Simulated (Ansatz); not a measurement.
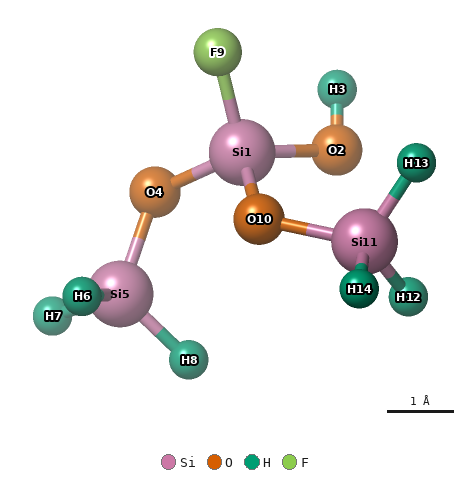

Figure 1. The structure as given in the input (ball-and-stick view, seen at a tilt; atoms are numbered from 1 in the order of the input).

Molecular dynamics of Si3H7O3F (part 1 of 3)

The run: molecular dynamics of Si3H7O3F. Method and program: RKS r2SCAN-D4/STO-3G (Ansatz 0.2.0).

One setting was made poor on purpose. It belongs to a series of runs on one base structure; here: dynamics from the start. Figures and captions count atoms from 1; the log counts them from 0 in places.

The program's output
```
Engine: ansatz 0.2.0, aarch64-unknown-linux-gnu
Functional definition: r2SCAN
  parameter k0 = 0.174
  parameter k1 = 0.065
  parameter a1 = 4.9479
  exchange = r2scan_x(k0 = k0, k1 = k1, a1 = a1)
  correlation = r2scan_c
754 factors; integrals over basis functions are off by at most 1.3e-5 eV
mean field evaluation 1: about -32198.5814 eV, gradient 4.3e1 eV
mean field evaluation 2: about -32196.3206 eV, gradient 5.3e1 eV
mean field evaluation 4: about -32204.7700 eV, gradient 2.4e0 eV
mean field evaluation 8: about -32204.7051 eV, gradient 2.1e-2 eV
mean field -32204.70505873 eV, -1183.5010817750 hartree, gradient 1.4e-5 eV, S^2 0.000000; 0 other end points of the search recorded, 0 dependent functions left out
the calculation of the forces begins
reference -32204.70506662 eV, -1183.5010820654 hartree; 41, 41 occupied and 13, 13 virtual orbitals, 754 factors
md step     0: t =     0.00 fs  T =   278.6 K  F+E_penalty+E_count = -32204.80530393 eV  E_kin = 0.504114 eV  (24 SCF iters)
these checks for a lower state are left out or cut short: starts, cluster_reference, orbital_swaps, neighbouring_geometries, increment
754 factors; integrals over basis functions are off by at most 1.2e-5 eV
mean field evaluation 16: about -32204.4562 eV, gradient 3.5e0 eV
mean field -32204.43055530 eV, -1183.4909939602 hartree, gradient 1.0e-5 eV, S^2 0.000000; 0 other end points of the search recorded, 0 dependent functions left out
[... from here on the field's lines of each further geometry are left out, up to the last ...]
md step     1: t =     3.00 fs  T =   173.7 K  F+E_penalty+E_count = -32204.53083377 eV  E_kin = 0.314374 eV  (25 SCF iters, 5 dispersion substeps)
md step     2: t =     6.00 fs  T =   183.3 K  F+E_penalty+E_count = -32204.48217127 eV  E_kin = 0.331711 eV  (26 SCF iters, 5 dispersion substeps)
md step     3: t =     9.00 fs  T =   188.6 K  F+E_penalty+E_count = -32203.93939736 eV  E_kin = 0.341213 eV  (26 SCF iters, 5 dispersion substeps)
md step     4: t =    12.00 fs  T =   239.3 K  F+E_penalty+E_count = -32204.48082982 eV  E_kin = 0.433094 eV  (26 SCF iters, 5 dispersion substeps)
md step     5: t =    15.00 fs  T =   161.0 K  F+E_penalty+E_count = -32204.48673616 eV  E_kin = 0.291351 eV  (25 SCF iters, 5 dispersion substeps)
md step     6: t =    18.00 fs  T =   180.8 K  F+E_penalty+E_count = -32204.53388115 eV  E_kin = 0.327243 eV  (25 SCF iters, 5 dispersion substeps)
md step     7: t =    21.00 fs  T =   215.7 K  F+E_penalty+E_count = -32204.43838072 eV  E_kin = 0.390369 eV  (25 SCF iters, 5 dispersion substeps)
md step     8: t =    24.00 fs  T =   332.5 K  F+E_penalty+E_count = -32204.42285226 eV  E_kin = 0.601751 eV  (25 SCF iters, 5 dispersion substeps)
md step     9: t =    27.00 fs  T =   286.5 K  F+E_penalty+E_count = -32203.83968565 eV  E_kin = 0.518527 eV  (27 SCF iters, 5 dispersion substeps)
md step    10: t =    30.00 fs  T =   356.9 K  F+E_penalty+E_count = -32204.46394023 eV  E_kin = 0.645863 eV  (26 SCF iters, 5 dispersion substeps)
md step    11: t =    33.00 fs  T =   384.8 K  F+E_penalty+E_count = -32204.10691129 eV  E_kin = 0.696417 eV  (25 SCF iters, 5 dispersion substeps)
md step    12: t =    36.00 fs  T =   319.2 K  F+E_penalty+E_count = -32202.40801792 eV  E_kin = 0.577568 eV  (35 SCF iters, 7 dispersion substeps)
md step    13: t =    39.00 fs  T =   826.9 K  F+E_penalty+E_count = -32203.27962190 eV  E_kin = 1.496366 eV  (26 SCF iters, 7 dispersion substeps)
md step    14: t =    42.00 fs  T = 31957.1 K  F+E_penalty+E_count = -32193.92448699 eV  E_kin = 57.830912 eV  (54 SCF iters, 11 dispersion substeps)
md step    15: t =    45.00 fs  T = 111507.4 K  F+E_penalty+E_count = -32196.20396646 eV  E_kin = 201.788210 eV  (72 SCF iters, 57 dispersion substeps)
md step    16: t =    48.00 fs  T = 80940.9 K  F+E_penalty+E_count = -32196.16807196 eV  E_kin = 146.473887 eV  (154 SCF iters, 71 dispersion substeps)
md step    17: t =    51.00 fs  T = 61200.0 K  F+E_penalty+E_count = -32195.87638505 eV  E_kin = 110.749996 eV  (38 SCF iters, 71 dispersion substeps)
md step    18: t =    54.00 fs  T = 44677.4 K  F+E_penalty+E_count = -32194.86414787 eV  E_kin = 80.849933 eV  (40 SCF iters, 71 dispersion substeps)
md step    19: t =    57.00 fs  T = 31372.0 K  F+E_penalty+E_count = -32193.94217340 eV  E_kin = 56.771987 eV  (41 SCF iters, 71 dispersion substeps)
md step    20: t =    60.00 fs  T = 23922.4 K  F+E_penalty+E_count = -32193.99251367 eV  E_kin = 43.290958 eV  (36 SCF iters, 71 dispersion substeps)
md step    21: t =    63.00 fs  T = 18065.3 K  F+E_penalty+E_count = -32194.89135043 eV  E_kin = 32.691745 eV  (36 SCF iters, 71 dispersion substeps)
md step    22: t =    66.00 fs  T = 14125.5 K  F+E_penalty+E_count = -32195.48661078 eV  E_kin = 25.562112 eV  (36 SCF iters, 71 dispersion substeps)
md step    23: t =    69.00 fs  T = 10885.5 K  F+E_penalty+E_count = -32195.56072766 eV  E_kin = 19.698807 eV  (33 SCF iters, 71 dispersion substeps)
md step    24: t =    72.00 fs  T =  8032.2 K  F+E_penalty+E_count = -32195.33102315 eV  E_kin = 14.535386 eV  (33 SCF iters, 71 dispersion substeps)
md step    25: t =    75.00 fs  T =  5739.8 K  F+E_penalty+E_count = -32195.13012671 eV  E_kin = 10.387009 eV  (36 SCF iters, 71 dispersion substeps)
md step    26: t =    78.00 fs  T =  4309.3 K  F+E_penalty+E_count = -32194.98322151 eV  E_kin = 7.798359 eV  (42 SCF iters, 71 dispersion substeps)
md step    27: t =    81.00 fs  T =  3001.9 K  F+E_penalty+E_count = -32194.91231840 eV  E_kin = 5.432275 eV  (56 SCF iters, 71 dispersion substeps)
md step    28: t =    84.00 fs  T =  2203.1 K  F+E_penalty+E_count = -32195.01980384 eV  E_kin = 3.986730 eV  (56 SCF iters, 71 dispersion substeps)
md step    29: t =    87.00 fs  T =  1806.1 K  F+E_penalty+E_count = -32195.21930194 eV  E_kin = 3.268432 eV  (57 SCF iters, 71 dispersion substeps)
md step    30: t =    90.00 fs  T =  1640.7 K  F+E_penalty+E_count = -32195.47378419 eV  E_kin = 2.969033 eV  (48 SCF iters, 71 dispersion substeps)
md step    31: t =    93.00 fs  T =  1574.1 K  F+E_penalty+E_count = -32195.75217288 eV  E_kin = 2.848527 eV  (39 SCF iters, 71 dispersion substeps)
md step    32: t =    96.00 fs  T =  1339.8 K  F+E_penalty+E_count = -32195.98541706 eV  E_kin = 2.424554 eV  (37 SCF iters, 71 dispersion substeps)
md step    33: t =    99.00 fs  T =  1225.8 K  F+E_penalty+E_count = -32196.16307826 eV  E_kin = 2.218270 eV  (33 SCF iters, 63 dispersion substeps)
md step    34: t =   102.00 fs  T =   923.6 K  F+E_penalty+E_count = -32196.18791374 eV  E_kin = 1.671331 eV  (33 SCF iters, 63 dispersion substeps)
md step    35: t =   105.00 fs  T =   671.3 K  F+E_penalty+E_count = -32196.21364677 eV  E_kin = 1.214783 eV  (33 SCF iters, 63 dispersion substeps)
md step    36: t =   108.00 fs  T =   587.9 K  F+E_penalty+E_count = -32196.25780242 eV  E_kin = 1.063936 eV  (34 SCF iters, 63 dispersion substeps)
md step    37: t =   111.00 fs  T =   537.1 K  F+E_penalty+E_count = -32196.27296761 eV  E_kin = 0.971869 eV  (34 SCF iters, 63 dispersion substeps)
md step    38: t =   114.00 fs  T =   529.7 K  F+E_penalty+E_count = -32196.32372924 eV  E_kin = 0.958529 eV  (34 SCF iters, 63 dispersion substeps)
md step    39: t =   117.00 fs  T =   578.1 K  F+E_penalty+E_count = -32196.33947478 eV  E_kin = 1.046127 eV  (34 SCF iters, 63 dispersion substeps)
the calculation of the forces begins
reference -32196.23233213 eV, -1183.1897148158 hartree; 41, 41 occupied and 13, 13 virtual orbitals, 752 factors
752 factors; integrals over basis functions are off by at most 1.6e-5 eV
mean field evaluation 416: about -32190.3999 eV, gradient 3.3e1 eV
mean field evaluation 448: about -32196.2357 eV, gradient 1.7e-3 eV
mean field -32196.23232190 eV, -1183.1897144398 hartree, gradient 1.8e-5 eV, S^2 0.000000; 7 other end points of the search recorded, 0 dependent functions left out
the calculation of the forces begins
reference -32196.23233213 eV, -1183.1897148158 hartree; 41, 41 occupied and 13, 13 virtual orbitals, 752 factors
md step    40: t =   120.00 fs  T =   436.2 K  F+E_penalty+E_count = -32196.32606577 eV  E_kin = 0.789360 eV  (210 SCF iters, 63 dispersion substeps)
```

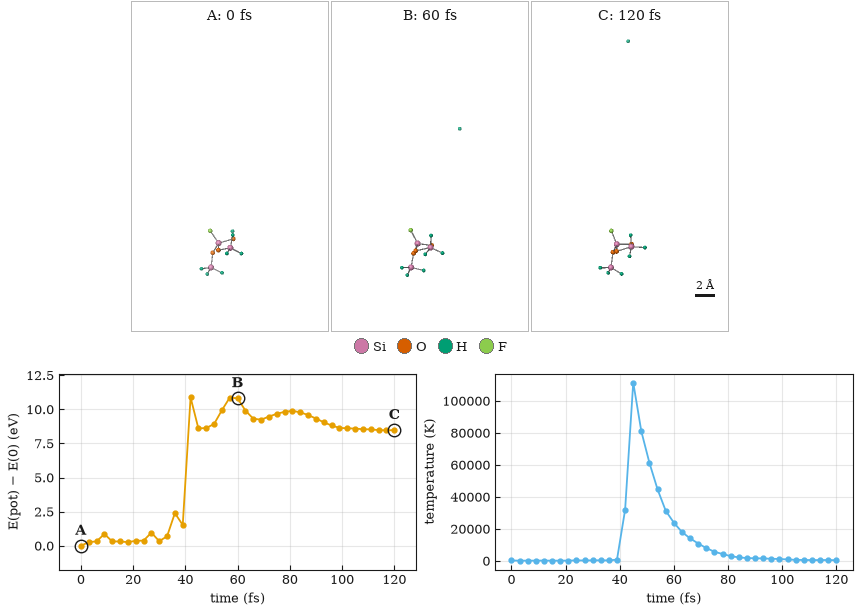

Figure 2. Frames of the molecular dynamics (ball-and-stick, seen at a tilt) above the curves, on which the letters mark them. The trajectory kept here has 41 frames over 120 fs. The temperature starts at 279 K, ranges from 161 to 111507 K and averages 4864 K over the second half. The potential energy ends 8.479 eV above its first value. After an unweighted best fit of the last frame on the first, the root-mean-square displacement is 11.06 Å, and H3 has moved furthest (39.71 Å).

```
Total energy: -32196.32607601 eV, -1183.1931598396 hartree
Atom 0 at    -0.074133    -0.328891    -0.176775 Å, force     0.192697     0.671603    -0.137103 eV/Å
Atom 1 at    -0.706562    -1.175812     1.138930 Å, force     0.336302     1.142979     0.697625 eV/Å
Atom 2 at     8.583454    40.107291    17.175010 Å, force    -0.000012    -0.000002    -0.000003 eV/Å
Atom 3 at     1.554228     0.152936    -0.124506 Å, force    -0.016209    -2.203782    -0.567774 eV/Å
Atom 4 at     2.477724    -1.270099    -0.695850 Å, force    -0.062787     0.949211     1.000196 eV/Å
Atom 5 at     2.164343    -1.486899    -2.091301 Å, force    -0.003602    -0.250742    -0.041542 eV/Å
Atom 6 at     3.793926    -0.730189    -0.556762 Å, force     0.590213    -0.139405    -0.153564 eV/Å
Atom 7 at     2.396994    -2.509029     0.124965 Å, force    -0.250935     0.754617    -0.521864 eV/Å
Atom 8 at    -0.810861     1.087489    -0.476766 Å, force    -0.428547    -0.139669    -0.152236 eV/Å
Atom 9 at    -0.509134    -1.877301    -0.838829 Å, force     0.342063     0.993553    -0.756862 eV/Å
Atom 10 at    -1.675215    -2.543002     0.440621 Å, force    -0.620215    -2.583055     2.057386 eV/Å
Atom 11 at    -1.743777    -2.953353     1.894323 Å, force    -0.138434    -0.344653    -1.128389 eV/Å
Atom 12 at    -3.049026    -2.139741     0.222234 Å, force     0.181008     0.530614    -0.536914 eV/Å
Atom 13 at    -1.520868    -3.873026    -0.212168 Å, force    -0.121542     0.618732     0.241044 eV/Å
Dipole moment:     0.270225    -0.056742    -0.440825 e Å
```

Trajectory as extended XYZ (Å, eV, eV/Å), 32 of the 41 frames kept, from step=0 to step=40
```
14
Properties=species:S:1:pos:R:3:forces:R:3 step=0 time_fs=0.0 energy=-32204.80530 temperature=278.6
Si   -0.0657   -0.1598   -0.0172    0.0060  -0.0108   0.0096
O    -0.3967   -0.0264    1.6487   -0.0066   0.0195   0.0004
H    -0.6170    0.9592    1.7873    0.0038  -0.0198  -0.0017
O     1.5447    0.0392   -0.4318    0.0014  -0.0003  -0.0062
Si    2.3985   -1.3606   -0.8863   -0.0006   0.0032   0.0066
H     1.9531   -1.9014   -2.1581    0.0009  -0.0010  -0.0007
H     3.7757   -0.9374   -1.0245   -0.0004  -0.0011  -0.0025
H     2.3360   -2.4144    0.1113    0.0002  -0.0011  -0.0011
F    -0.8907    1.0136   -0.7903   -0.0060   0.0103  -0.0050
O    -0.4927   -1.7125   -0.4874    0.0001   0.0018   0.0021
Si   -1.5472   -2.5892    0.5203    0.0019  -0.0017  -0.0024
H    -0.9164   -2.9812    1.7679   -0.0017   0.0016   0.0007
H    -2.7644   -1.8578    0.8246    0.0016   0.0006   0.0013
H    -1.8905   -3.7842   -0.2202   -0.0007  -0.0013  -0.0012
14
Properties=species:S:1:pos:R:3:forces:R:3 step=1 time_fs=3.0 energy=-32204.53083 temperature=173.7
Si   -0.0675   -0.1472   -0.0239   -0.2206  -0.5528   0.2029
O    -0.4059   -0.0215    1.6458   -0.3605   1.5633   0.6320
H    -0.5985    1.0001    1.8823    0.4282  -1.9276  -0.8534
O     1.5388    0.0291   -0.4235    0.1838   0.0934  -0.0484
Si    2.4064   -1.3642   -0.8796   -1.9053  -0.0482  -0.0419
H     2.0108   -1.8419   -2.1883   -0.1659  -0.2214   0.0047
H     3.6983   -0.8919   -1.0476    1.8170   0.3669   0.1040
H     2.2734   -2.4183    0.1104    0.2628  -0.0720  -0.0666
F    -0.8921    1.0136   -0.7997   -0.1157   0.1906  -0.1670
O    -0.4851   -1.7281   -0.5065    0.1121   0.5117   0.4010
Si   -1.5427   -2.5894    0.5259   -0.8315   1.2395  -1.7721
H    -0.9769   -3.0346    1.6965    1.0258  -0.5266   1.9638
H    -2.7371   -1.8159    0.8266    0.0274  -0.0932   0.0506
H    -1.9038   -3.7522   -0.2079   -0.2575  -0.5237  -0.4099
14
Properties=species:S:1:pos:R:3:forces:R:3 step=3 time_fs=9.0 energy=-32203.93940 temperature=188.6
Si   -0.0559   -0.1226   -0.0453   -0.8391  -1.0891   0.3404
O    -0.4239   -0.0219    1.6310   -0.4201   4.5121   1.4375
H    -0.5296    1.1336    1.9174    0.5193  -4.9167  -1.6714
O     1.5384    0.0117   -0.4220    0.5828   0.6711  -0.1409
Si    2.4115   -1.3604   -0.8638    1.1973   0.6629  -1.2386
H     2.0514   -1.8325   -2.2000   -0.1783  -0.1217   0.3240
H     3.8323   -0.8755   -1.0750   -1.2928  -0.5946   0.6986
H     2.2303   -2.4052    0.1124    0.3479  -0.2926   0.1464
F    -0.9072    1.0237   -0.8134    0.0218   0.1874  -0.2216
O    -0.4536   -1.7312   -0.5355   -0.1387   0.5142   0.7689
Si   -1.5407   -2.5680    0.5172    1.3424  -0.9980   0.7528
H    -0.9389   -3.1070    1.8150   -0.4799   0.8637  -1.3330
H    -2.6651   -1.7489    0.8018   -0.7114   0.3884   0.2998
H    -1.9866   -3.7629   -0.1773    0.0489   0.2129  -0.1629
14
Properties=species:S:1:pos:R:3:forces:R:3 step=4 time_fs=12.0 energy=-32204.48083 temperature=239.3
Si   -0.0455   -0.1193   -0.0528   -1.6437  -1.3653   0.6746
O    -0.4342   -0.0094    1.6231    0.5286  -3.7739  -1.4807
H    -0.4863    0.9291    1.7843   -0.3026   3.8883   0.8424
O     1.5364    0.0036   -0.4198    1.0380   0.9184  -0.1442
Si    2.4197   -1.3550   -0.8527    0.9028   0.5648  -1.5028
H     2.0414   -1.8549   -2.1639   -0.1553  -0.0642   0.0824
H     3.8298   -0.9291   -1.0426   -0.8111  -0.1776   0.4945
H     2.2949   -2.4033    0.0850    0.1139  -0.7691   0.7673
F    -0.9161    1.0300   -0.8231    0.3088  -0.0682   0.0203
O    -0.4333   -1.7216   -0.5406   -0.3873   0.2753   0.7795
Si   -1.5299   -2.5592    0.5195    0.2773   1.1413  -0.3712
H    -0.9082   -3.0273    1.7391    0.0702   0.1445   0.1608
H    -2.6877   -1.7125    0.8038    0.1857  -0.2442   0.1345
H    -1.9909   -3.7196   -0.1645   -0.1256  -0.4702  -0.4574
14
Properties=species:S:1:pos:R:3:forces:R:3 step=5 time_fs=15.0 energy=-32204.48674 temperature=161.0
Si   -0.0439   -0.1211   -0.0552   -1.4297  -0.9893  -0.1621
O    -0.4420   -0.0151    1.6041    0.0865   2.6205   0.2999
H    -0.4804    1.0554    1.7509    0.0015  -2.4193  -0.1672
O     1.5428   -0.0077   -0.4239    0.7357   1.2707   0.0640
Si    2.4297   -1.3498   -0.8432   -0.6694  -1.7275   0.5122
H     2.0327   -1.8791   -2.1053   -0.2379  -0.2084  -0.6537
H     3.7775   -0.9876   -0.9748    1.1757   0.6120   0.0250
H     2.3762   -2.4764    0.1124   -0.0586   0.6013  -0.2263
F    -0.9237    1.0294   -0.8307    0.5083  -0.2366   0.1233
O    -0.4200   -1.7118   -0.5425   -0.5717  -0.0037   0.6920
Si   -1.5173   -2.5498    0.5209   -0.6309   1.0293  -1.8007
H    -0.8516   -2.9621    1.6926    0.3781  -0.2839   1.0595
H    -2.6983   -1.7042    0.7947    0.5072  -0.4352   0.1441
H    -1.9922   -3.7279   -0.1934    0.2052   0.1700   0.0900
```
